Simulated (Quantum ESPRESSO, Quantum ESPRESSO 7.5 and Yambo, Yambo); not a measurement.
# SnO2 (Cassiterite): G0W0 with Yambo, start to end

How does a plane-wave GW calculation on SnO2 (Cassiterite) run from the first input to the gap?

Calculated with Quantum ESPRESSO 7.5 and Yambo 5.3.0; PBE and many-body steps on it, plane waves.

**The experiments to reproduce.**

- Gap 3.6 eV: experimental gap quoted from earlier work; bulk crystal (quoted in “Study on the Photocatalytic Properties of Flower-Shaped SnO2”, 2022, pmc:9565917).

## Step 1: The starting structure

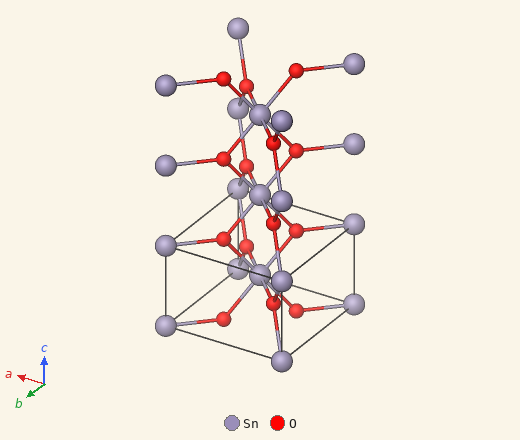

The starting structure, seen from a free direction (tin purple, oxygen red). 1×1×3 cells are drawn. Some periodic images of atoms are drawn too.

Structure file:

```cif
data_structure
_symmetry_space_group_name_H-M 'P 1'
_symmetry_Int_Tables_number 1
_cell_length_a 4.7380
_cell_length_b 4.7380
_cell_length_c 3.1865
_cell_angle_alpha 90.000
_cell_angle_beta 90.000
_cell_angle_gamma 90.000
_cell_volume 71.53
loop_
_atom_site_label
_atom_site_type_symbol
_atom_site_fract_x
_atom_site_fract_y
_atom_site_fract_z
_atom_site_occupancy
Sn1 Sn 0.00000 0.00000 0.00000 1
Sn2 Sn 0.50000 0.50000 0.50000 1
O3 O 0.30710 0.30710 0.00000 1
O4 O 0.19290 0.80710 0.50000 1
O5 O 0.69290 0.69290 0.00000 1
O6 O 0.80710 0.19290 0.50000 1
```

The cell and positions come from the Crystallography Open Database and are kept as given unless a step says otherwise.

## Step 2: Ground state

This step: Quantum ESPRESSO 7.5; DFT, PBE, plane waves, norm-conserving pseudopotentials.

The ground-state density comes first.

Contents of pw.in:

```
&control
  calculation = 'scf'
  prefix = 'x'
  outdir = 'o'
  pseudo_dir = 'pseudo'
/
&system
  ibrav = 0
  nat = 6
  ntyp = 2
  ecutwfc = 84.0
  nbnd = 41
  force_symmorphic = .true.
/
&electrons
  conv_thr = 1e-10
  electron_maxstep = 80
  mixing_beta = 0.5
/
ATOMIC_SPECIES
  Sn 118.71 Sn.upf
  O 15.999 O.upf
CELL_PARAMETERS angstrom
  4.7380000000 0.0000000000 0.0000000000
  0.0000000000 4.7380000000 0.0000000000
  0.0000000000 0.0000000000 3.1865000000
ATOMIC_POSITIONS crystal
  Sn 0.0000000000 0.0000000000 0.0000000000
  Sn 0.5000000000 0.5000000000 0.5000000000
  O 0.3071000000 0.3071000000 0.0000000000
  O 0.1929000000 0.8071000000 0.5000000000
  O 0.6929000000 0.6929000000 0.0000000000
  O 0.8071000000 0.1929000000 0.5000000000
K_POINTS automatic
  4 4 6 0 0 0
```

On the command line:

```
> OMP_NUM_THREADS=1 mpirun -n 8 pw.x -nk 8 -in pw.in > pw.out
```

Log:

```text
Program PWSCF v.7.5 starts

     This program is part of the open-source Quantum ESPRESSO suite
     for quantum simulation of materials; please cite
         "P. Giannozzi et al., J. Phys.:Condens. Matter 21 395502 (2009);
         "P. Giannozzi et al., J. Phys.:Condens. Matter 29 465901 (2017);
         "P. Giannozzi et al., J. Chem. Phys. 152 154105 (2020);
     in publications or presentations arising from this work. More details at
     Message from routine setup:
     using ibrav=0 with symmetry is DISCOURAGED, use correct ibrav instead

     G-vector sticks info

     bravais-lattice index     =            0
     lattice parameter (alat)  =       8.9535  a.u.
     unit-cell volume          =     482.7259 (a.u.)^3
     number of atoms/cell      =            6
     number of atomic types    =            2
     number of electrons       =        68.00
     number of Kohn-Sham states=           41
     kinetic-energy cutoff     =      84.0000  Ry
     charge density cutoff     =     336.0000  Ry
     scf convergence threshold =      1.0E-10
     mixing beta               =       0.5000
     number of iterations used =            8  plain     mixing
     Exchange-correlation= PBE
                           (   1   4   3   4   0   0   0)

     celldm(1)=   8.953522  celldm(2)=   0.000000  celldm(3)=   0.000000
     celldm(4)=   0.000000  celldm(5)=   0.000000  celldm(6)=   0.000000

     crystal axes: (cart. coord. in units of alat)
               a(1) = (   1.000000   0.000000   0.000000 )
               a(2) = (   0.000000   1.000000   0.000000 )
               a(3) = (   0.000000   0.000000   0.672541 )

     reciprocal axes: (cart. coord. in units 2 pi/alat)
               b(1) = (  1.000000  0.000000  0.000000 )
               b(2) = (  0.000000  1.000000  0.000000 )
               b(3) = (  0.000000  0.000000  1.486898 )
     Pseudo is Norm-conserving + core correction, Zval = 22.0
     Generated using ONCVPSP code by D. R. Hamann
     Using radial grid of 1628 points,  6 beta functions with:
     Pseudo is Norm-conserving + core correction, Zval =  6.0
     Generated using ONCVPSP code by D. R. Hamann
     Using radial grid of  936 points,  5 beta functions with:
     Sn               22.00   118.71000     Sn( 1.00)
     O                 6.00    15.99900     O ( 1.00)

      8 Sym. Ops., with inversion, found

   Cartesian axes

     site n.     atom                  positions (alat units)
         1        Sn     tau(   1) = (   0.0000000   0.0000000   0.0000000  )
         2        Sn     tau(   2) = (   0.5000000   0.5000000   0.3362706  )
         3        O      tau(   3) = (   0.3071000   0.3071000   0.0000000  )
         4        O      tau(   4) = (   0.1929000   0.8071000   0.3362706  )
         5        O      tau(   5) = (   0.6929000   0.6929000   0.0000000  )
         6        O      tau(   6) = (   0.8071000   0.1929000   0.3362706  )

     number of k points=    28
                       cart. coord. in units 2pi/alat
        k(    1) = (   0.0000000   0.0000000   0.0000000), wk =   0.0208333
        k(    2) = (   0.0000000   0.0000000   0.2478163), wk =   0.0416667
        k(    3) = (   0.0000000   0.0000000   0.4956326), wk =   0.0416667
        k(    4) = (   0.0000000   0.0000000  -0.7434489), wk =   0.0208333
        k(    5) = (   0.0000000   0.2500000   0.0000000), wk =   0.0833333
        k(    6) = (   0.0000000   0.2500000   0.2478163), wk =   0.1666667
        k(    7) = (   0.0000000   0.2500000   0.4956326), wk =   0.1666667
        k(    8) = (   0.0000000   0.2500000  -0.7434489), wk =   0.0833333
        k(    9) = (   0.0000000  -0.5000000   0.0000000), wk =   0.0416667
        k(   10) = (   0.0000000  -0.5000000   0.2478163), wk =   0.0833333
     [... 16 further rows ...]
        k(   27) = (  -0.2500000   0.2500000  -0.4956326), wk =   0.0833333
        k(   28) = (  -0.2500000   0.2500000   0.7434489), wk =   0.0416667

     Dense  grid:    50163 G-vectors     FFT dimensions: (  54,  54,  36)

     Initial potential from superposition of free atoms

     starting charge      67.9969, renormalised to      68.0000
     Starting wfcs are   42 randomized atomic wfcs

     per-process dynamical memory:    51.7 Mb

     Self-consistent Calculation

     iteration #  1     ecut=    84.00 Ry     beta= 0.50

     total energy              =   -1018.13327216 Ry
     estimated scf accuracy    <       1.58374028 Ry

     iteration #  2     ecut=    84.00 Ry     beta= 0.50

     total energy              =   -1018.59944136 Ry
     estimated scf accuracy    <       0.26065755 Ry

     iteration #  3     ecut=    84.00 Ry     beta= 0.50

     total energy              =   -1018.64052076 Ry
     estimated scf accuracy    <       0.01141285 Ry

     iteration #  4     ecut=    84.00 Ry     beta= 0.50

     total energy              =   -1018.64131870 Ry
     estimated scf accuracy    <       0.00142362 Ry

     iteration #  5     ecut=    84.00 Ry     beta= 0.50

     total energy              =   -1018.64164191 Ry
     estimated scf accuracy    <       0.00005581 Ry

     iteration #  6     ecut=    84.00 Ry     beta= 0.50

     total energy              =   -1018.64165341 Ry
     estimated scf accuracy    <       0.00000783 Ry

     iteration #  7     ecut=    84.00 Ry     beta= 0.50

     total energy              =   -1018.64165361 Ry
     estimated scf accuracy    <       0.00000331 Ry

     iteration #  8     ecut=    84.00 Ry     beta= 0.50

     total energy              =   -1018.64165420 Ry
     estimated scf accuracy    <       0.00000002 Ry

     iteration #  9     ecut=    84.00 Ry     beta= 0.50

     total energy              =   -1018.64165421 Ry
     estimated scf accuracy    <       0.00000003 Ry

     iteration # 10     ecut=    84.00 Ry     beta= 0.50

     total energy              =   -1018.64165422 Ry
     estimated scf accuracy    <          4.6E-10 Ry

     iteration # 11     ecut=    84.00 Ry     beta= 0.50

     total energy              =   -1018.64165422 Ry
     estimated scf accuracy    <          1.1E-10 Ry

     iteration # 12     ecut=    84.00 Ry     beta= 0.50

     End of self-consistent calculation

          k = 0.0000 0.0000 0.0000 (  6273 PWs)   bands (ev):

  -116.6531-116.6530 -72.4822 -72.4822 -72.4387 -72.4387 -72.4344 -72.4341
    -9.9067  -9.1569  -8.8803  -8.8568  -8.8568  -8.7679  -8.7332  -8.6461
    -8.6172  -8.6172  -7.6530  -5.7960  -5.7960  -4.0334   3.1540   7.1940
     7.1940   7.2830   8.1552   9.1990   9.2874   9.9986   9.9986  10.4825
    10.4825  11.2481  12.5370  17.3902  17.6411  17.6411  21.7569  21.9036
    23.3747

          k = 0.0000 0.0000 0.2478 (  6277 PWs)   bands (ev):

  -116.6530-116.6530 -72.4821 -72.4821 -72.4387 -72.4387 -72.4354 -72.4352
    -9.7760  -9.1012  -9.1012  -9.0055  -8.8312  -8.7904  -8.7226  -8.6499
    -8.6499  -8.6476  -7.5037  -5.3859  -5.3859  -4.2443   3.1299   7.0882
     7.4431   7.4431   7.6807   8.3370   9.0503   9.0907   9.0907  10.4977
    10.4977  11.0216  14.0173  17.8911  18.7208  18.7208  20.5204  23.2600
    23.2600

          k = 0.0000 0.0000 0.4956 (  6270 PWs)   bands (ev):

  -116.6529-116.6528 -72.4819 -72.4819 -72.4385 -72.4385 -72.4376 -72.4374
    -9.4898  -9.4898  -9.4681  -8.9444  -8.7143  -8.7028  -8.7028  -8.6967
    -8.6919  -8.6533  -6.9425  -4.9144  -4.6465  -4.6465   3.2629   5.5882
     7.0161   7.5397   7.5397   8.2453   8.2453   8.2988   8.8538  10.2614
    10.2614  10.4100  16.0631  18.1928  20.1446  20.7039  20.7039  22.4483
    22.8378

          k = 0.0000 0.0000-0.7434 (  6274 PWs)   bands (ev):

     [... further k-points ...]

     highest occupied, lowest unoccupied level (ev):    11.2481   12.5370

!    total energy              =   -1018.64165422 Ry
     estimated scf accuracy    <          4.3E-12 Ry

     The total energy is the sum of the following terms:
     one-electron contribution =    -597.46508537 Ry
     hartree contribution      =     317.66477357 Ry
     xc contribution           =    -142.16184700 Ry
     ewald contribution        =    -596.67949541 Ry

     convergence has been achieved in  12 iterations

     XML data file, charge density, pseudopotentials, collected wavefunctions

=------------------------------------------------------------------------------=
   JOB DONE.
=------------------------------------------------------------------------------=
```

The job ended after 25 s (8 MPI ranks of Arm Neoverse V1, shared host; peak memory 0.8 GiB).

This step gave:

| Property | Result |
| --- | --- |
| total energy | -13859.3257 eV |
| gap | 1.289 eV |
| k of the valence top | 0, 0, 0 |
| k of the conduction bottom | 0, 0, 0 |
| least direct gap | 1.289 eV |

The gap is direct, at Γ.

## Step 3: Bands along the symmetry lines

Levels along a band path, at the cheap level, show where the edges lie and whether the meshes to come will hold them.

Contents of pw.in:

```
&control
  calculation = 'bands'
  prefix = 'x'
  outdir = 'o'
  pseudo_dir = 'pseudo'
/
&system
  ibrav = 0
  nat = 6
  ntyp = 2
  ecutwfc = 84.0
  nbnd = 40
  force_symmorphic = .true.
/
&electrons
  conv_thr = 1e-9
  electron_maxstep = 80
  diago_full_acc = .true.
  diago_thr_init = 5e-6
/
ATOMIC_SPECIES
  Sn 118.71 Sn.upf
  O 15.999 O.upf
CELL_PARAMETERS angstrom
  4.7380000000 0.0000000000 0.0000000000
  0.0000000000 4.7380000000 0.0000000000
  0.0000000000 0.0000000000 3.1865000000
ATOMIC_POSITIONS crystal
  Sn 0.0000000000 0.0000000000 0.0000000000
  Sn 0.5000000000 0.5000000000 0.5000000000
  O 0.3071000000 0.3071000000 0.0000000000
  O 0.1929000000 0.8071000000 0.5000000000
  O 0.6929000000 0.6929000000 0.0000000000
  O 0.8071000000 0.1929000000 0.5000000000
K_POINTS crystal
  75
  0.00000000 0.00000000 0.00000000 1
  0.00000000 0.06250000 0.00000000 1
  0.00000000 0.12500000 0.00000000 1
  0.00000000 0.18750000 0.00000000 1
  0.00000000 0.25000000 0.00000000 1
  0.00000000 0.31250000 0.00000000 1
  0.00000000 0.37500000 0.00000000 1
  0.00000000 0.43750000 0.00000000 1
  0.00000000 0.50000000 0.00000000 1
  0.06250000 0.50000000 0.00000000 1
  0.12500000 0.50000000 0.00000000 1
  0.18750000 0.50000000 0.00000000 1
  0.25000000 0.50000000 0.00000000 1
  0.31250000 0.50000000 0.00000000 1
  0.37500000 0.50000000 0.00000000 1
  0.43750000 0.50000000 0.00000000 1
  0.50000000 0.50000000 0.00000000 1
  0.43750000 0.43750000 0.00000000 1
  0.37500000 0.37500000 0.00000000 1
  0.31250000 0.31250000 0.00000000 1
  0.25000000 0.25000000 0.00000000 1
  0.18750000 0.18750000 0.00000000 1
  0.12500000 0.12500000 0.00000000 1
  0.06250000 0.06250000 0.00000000 1
  0.00000000 0.00000000 0.00000000 1
  0.00000000 0.00000000 0.06250000 1
  0.00000000 0.00000000 0.12500000 1
  0.00000000 0.00000000 0.18750000 1
  0.00000000 0.00000000 0.25000000 1
  0.00000000 0.00000000 0.31250000 1
  0.00000000 0.00000000 0.37500000 1
  0.00000000 0.00000000 0.43750000 1
  0.00000000 0.00000000 0.50000000 1
  0.00000000 0.06250000 0.50000000 1
  0.00000000 0.12500000 0.50000000 1
  0.00000000 0.18750000 0.50000000 1
  0.00000000 0.25000000 0.50000000 1
  0.00000000 0.31250000 0.50000000 1
  0.00000000 0.37500000 0.50000000 1
  0.00000000 0.43750000 0.50000000 1
  0.00000000 0.50000000 0.50000000 1
  0.06250000 0.50000000 0.50000000 1
  0.12500000 0.50000000 0.50000000 1
  0.18750000 0.50000000 0.50000000 1
  0.25000000 0.50000000 0.50000000 1
  0.31250000 0.50000000 0.50000000 1
  0.37500000 0.50000000 0.50000000 1
  0.43750000 0.50000000 0.50000000 1
  0.50000000 0.50000000 0.50000000 1
  0.43750000 0.43750000 0.50000000 1
  0.37500000 0.37500000 0.50000000 1
  0.31250000 0.31250000 0.50000000 1
  0.25000000 0.25000000 0.50000000 1
  0.18750000 0.18750000 0.50000000 1
  0.12500000 0.12500000 0.50000000 1
  0.06250000 0.06250000 0.50000000 1
  0.00000000 0.00000000 0.50000000 1
  0.00000000 0.50000000 0.00000000 1
  0.00000000 0.50000000 0.06250000 1
  0.00000000 0.50000000 0.12500000 1
  0.00000000 0.50000000 0.18750000 1
  0.00000000 0.50000000 0.25000000 1
  0.00000000 0.50000000 0.31250000 1
  0.00000000 0.50000000 0.37500000 1
  0.00000000 0.50000000 0.43750000 1
  0.00000000 0.50000000 0.50000000 1
  0.50000000 0.50000000 0.00000000 1
  0.50000000 0.50000000 0.06250000 1
  0.50000000 0.50000000 0.12500000 1
  0.50000000 0.50000000 0.18750000 1
  0.50000000 0.50000000 0.25000000 1
  0.50000000 0.50000000 0.31250000 1
  0.50000000 0.50000000 0.37500000 1
  0.50000000 0.50000000 0.43750000 1
  0.50000000 0.50000000 0.50000000 1
```

Log:

```text
[banner, memory and clock lines left out]
Program PWSCF v.7.5 starts

     Atomic positions and unit cell read from directory:
     o/x.save/

     Message from routine setup:
     using ibrav=0 with symmetry is DISCOURAGED, use correct ibrav instead

     G-vector sticks info

     bravais-lattice index     =            0
     lattice parameter (alat)  =       8.9535  a.u.
     unit-cell volume          =     482.7259 (a.u.)^3
     number of atoms/cell      =            6
     number of atomic types    =            2
     number of electrons       =        68.00
     number of Kohn-Sham states=           40
     kinetic-energy cutoff     =      84.0000  Ry
     charge density cutoff     =     336.0000  Ry
     Exchange-correlation= PBE
                           (   1   4   3   4   0   0   0)

     celldm(1)=   8.953522  celldm(2)=   0.000000  celldm(3)=   0.000000
     celldm(4)=   0.000000  celldm(5)=   0.000000  celldm(6)=   0.000000

     crystal axes: (cart. coord. in units of alat)
               a(1) = (   1.000000   0.000000   0.000000 )
               a(2) = (   0.000000   1.000000   0.000000 )
               a(3) = (   0.000000   0.000000   0.672541 )

     reciprocal axes: (cart. coord. in units 2 pi/alat)
               b(1) = (  1.000000  0.000000  0.000000 )
               b(2) = (  0.000000  1.000000  0.000000 )
               b(3) = (  0.000000  0.000000  1.486898 )
     Pseudo is Norm-conserving + core correction, Zval = 22.0
     Generated using ONCVPSP code by D. R. Hamann
     Using radial grid of 1628 points,  6 beta functions with:
     Pseudo is Norm-conserving + core correction, Zval =  6.0
     Generated using ONCVPSP code by D. R. Hamann
     Using radial grid of  936 points,  5 beta functions with:
     Sn               22.00   118.71000     Sn( 1.00)
     O                 6.00    15.99900     O ( 1.00)

      8 Sym. Ops., with inversion, found

   Cartesian axes

     site n.     atom                  positions (alat units)
         1        Sn     tau(   1) = (   0.0000000   0.0000000   0.0000000  )
         2        Sn     tau(   2) = (   0.5000000   0.5000000   0.3362706  )
         3        O      tau(   3) = (   0.3071000   0.3071000   0.0000000  )
         4        O      tau(   4) = (   0.1929000   0.8071000   0.3362706  )
         5        O      tau(   5) = (   0.6929000   0.6929000   0.0000000  )
         6        O      tau(   6) = (   0.8071000   0.1929000   0.3362706  )

     number of k points=    75
                       cart. coord. in units 2pi/alat
        k(    1) = (   0.0000000   0.0000000   0.0000000), wk =   0.0266667
        k(    2) = (   0.0000000   0.0625000   0.0000000), wk =   0.0266667
        k(    3) = (   0.0000000   0.1250000   0.0000000), wk =   0.0266667
[...]
[... 63 further rows ...]
        k(   74) = (   0.5000000   0.5000000   0.6505178), wk =   0.0266667
        k(   75) = (   0.5000000   0.5000000   0.7434489), wk =   0.0266667

     Dense  grid:    50163 G-vectors     FFT dimensions: (  54,  54,  36)

     The potential is recalculated from file :
     o/x.save/charge-density

     Starting wfcs are   42 randomized atomic wfcs

     Band Structure Calculation

     End of band structure calculation

          k = 0.0000 0.0000 0.0000 (  6273 PWs)   bands (ev):

  -116.6531-116.6530 -72.4821 -72.4821 -72.4387 -72.4387 -72.4344 -72.4340
    -9.9067  -9.1569  -8.8803  -8.8568  -8.8568  -8.7679  -8.7331  -8.6461
    -8.6172  -8.6172  -7.6530  -5.7960  -5.7960  -4.0334   3.1540   7.1940
     7.1940   7.2830   8.1552   9.1990   9.2874   9.9986   9.9987  10.4825
[...]
k = 0.0000 0.0625 0.0000 (  6272 PWs)   bands (ev):

  -116.6531-116.6530 -72.4822 -72.4821 -72.4387 -72.4387 -72.4343 -72.4340
[...]
k = 0.0000 0.1250 0.0000 (  6286 PWs)   bands (ev):

  -116.6531-116.6530 -72.4822 -72.4822 -72.4387 -72.4387 -72.4343 -72.4340
[...]
k = 0.5000 0.5000 0.6505 (  6284 PWs)   bands (ev):

  -116.6529-116.6529 -72.4818 -72.4818 -72.4385 -72.4385 -72.4385 -72.4385
[...]
k = 0.5000 0.5000 0.7434 (  6312 PWs)   bands (ev):

  -116.6529-116.6529 -72.4818 -72.4818 -72.4387 -72.4387 -72.4385 -72.4385
[...]
6.2287   6.2287   8.7086   8.7086   8.8039   8.8039  10.2814  10.2814
    10.4229  10.4229  16.1788  16.1788  20.1786  20.1786  22.3170  22.3170

     XML data file, pseudopotentials, collected wavefunctions
```

Elapsed: 13 s, on 8 MPI ranks; peak memory 0.65 GiB; 99 s of CPU time.

This step gave:

```
gap                        : 1.289 eV
k of the valence top       : 0, 0, 0
k of the conduction bottom : 0, 0, 0
least direct gap           : 1.289 eV
```

The gap is 1.289 eV, as in the run before at this level.

Electronic bands along the path, in eV, zero at the top of the highest filled band:

| point | band 31 | band 32 | band 33 | band 34 | band 35 | band 36 | band 37 | band 38 |
| --- | --- | --- | --- | --- | --- | --- | --- | --- |
| Γ | -1.25 | -0.77 | -0.77 | 0.00 | 1.29 | 6.14 | 6.39 | 6.39 |
| X | -1.20 | -1.20 | -0.63 | -0.63 | 4.44 | 4.44 | 7.13 | 7.13 |
| M | -1.33 | -1.33 | -0.90 | -0.90 | 4.83 | 4.83 | 7.55 | 7.55 |
| Γ | -1.25 | -0.77 | -0.77 | 0.00 | 1.29 | 6.14 | 6.39 | 6.39 |
| Z | -1.64 | -1.64 | -1.25 | -1.25 | 6.22 | 6.22 | 9.80 | 9.80 |
| R | -1.09 | -1.09 | -0.72 | -0.72 | 6.48 | 6.48 | 8.11 | 8.11 |
| A | -0.97 | -0.97 | -0.83 | -0.83 | 4.93 | 4.93 | 8.93 | 8.93 |
| Z | -1.64 | -1.64 | -1.25 | -1.25 | 6.22 | 6.22 | 9.80 | 9.80 |
| jump to X | -1.20 | -1.20 | -0.63 | -0.63 | 4.44 | 4.44 | 7.13 | 7.13 |
| R | -1.09 | -1.09 | -0.72 | -0.72 | 6.48 | 6.48 | 8.11 | 8.11 |
| jump to M | -1.33 | -1.33 | -0.90 | -0.90 | 4.83 | 4.83 | 7.55 | 7.55 |
| A | -0.97 | -0.97 | -0.83 | -0.83 | 4.93 | 4.93 | 8.93 | 8.93 |

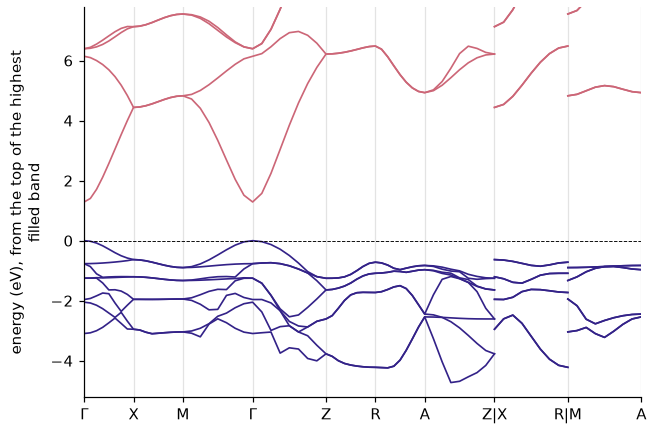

Electronic bands along the path; lines of filled and empty bands in two colours.

[end of part 1 of 3]

[Paths, hosts, dates, memory and timing lines, banners, echoed tables and standing remarks are left out of the program output.]

[Logs are printed without paths, hosts, clocks, repeated set-up lines and the standing remarks that a program may print on its own settings, such as how far it seeks lower states.]

[Runs of the session that timed out or met a known fault of the program may be left out.]

[Hosts, paths, dates, database ids (printed as entryN), source tags and the programs' standing remarks are cut or masked in the printed files.]
